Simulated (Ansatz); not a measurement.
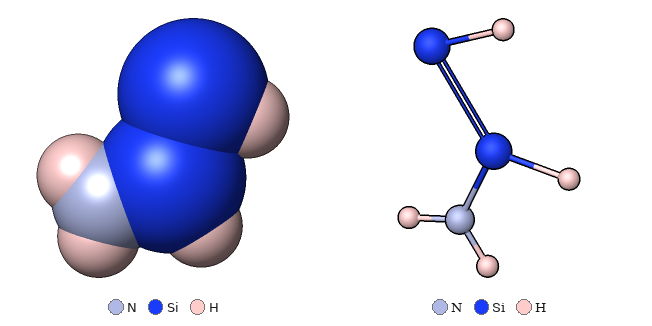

Both panels show the same species.

Charge 0, doublet. The computed structure is the end point of a PBE0-D4/def2-TZVP optimisation. No frequency run is at hand to confirm it as a minimum.

> Which formula does it have?

H4NSi2, 7 atoms: 4 hydrogen, 1 nitrogen and 2 silicon.

> What is the point group of this geometry?

Cs.

> Give a SMILES string for it.

[H]/[Si]=[SiH]/N

> Count the bonded pairs by element.

2 N–H, 2 Si–H, 1 N–Si, 1 Si–Si.

> How many sets of symmetry-equivalent atoms are there?

7: 1 N, 1 Si, 1 Si, 1 H, 1 H, 1 H, 1 H.

More results for the same structure follow; atom numbers are the same in all pictures, views and colours differ.

## Charges

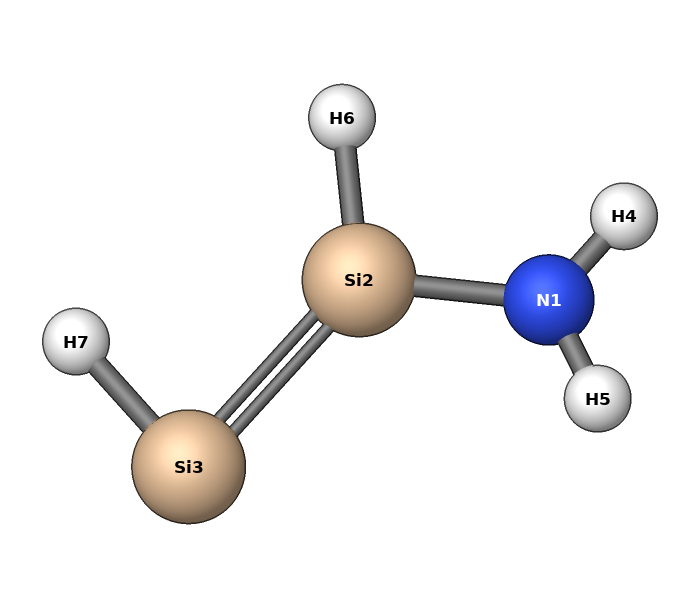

The questions are on Mulliken charges. No frequency run is at hand to confirm it as a minimum. Method: UKS PBE0-D4/def2-TZVP (Ansatz 0.2.0).

List the Mulliken charges.

```csv
atom,value (e)
N1,−0.57
Si2,0.28
Si3,−0.21
H4,0.25
H5,0.26
H6,−0.01
H7,−0.01
```

## Electronic properties

No frequency run is at hand to confirm it as a minimum. Method: UKS PBE0-D4/def2-TZVPP (Ansatz 0.2.0).

What does the calculation give?

- HOMO energy (Kohn–Sham orbital): −5.64 eV
- ⟨S²⟩ of the determinant: 0.756
- dispersion correction: −12.7 kJ/mol

## Dipole moment

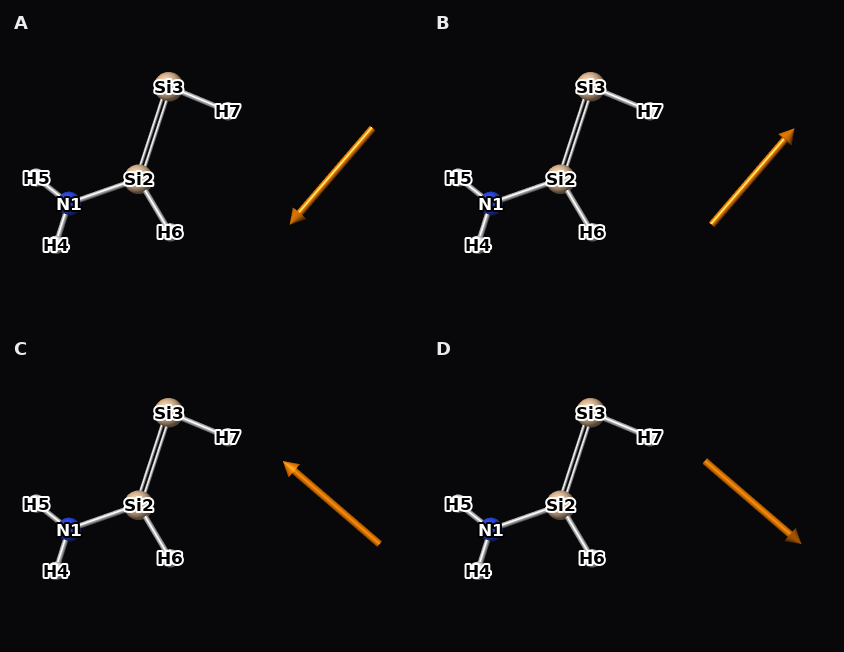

The same molecule four times, each with an arrow. No frequency run is at hand to confirm it as a minimum. Properties computed with UKS PBE0-D4/def2-TZVP (Ansatz 0.2.0).

> Which arrow points along the dipole moment, from the negative to the positive end?

A. The dipole moment is 3.68 D; it points from the side of H7 to the side of H4 (the outermost atoms at the two ends).

Mulliken values depend strongly on the basis set and can even reverse the polarity of a bond.
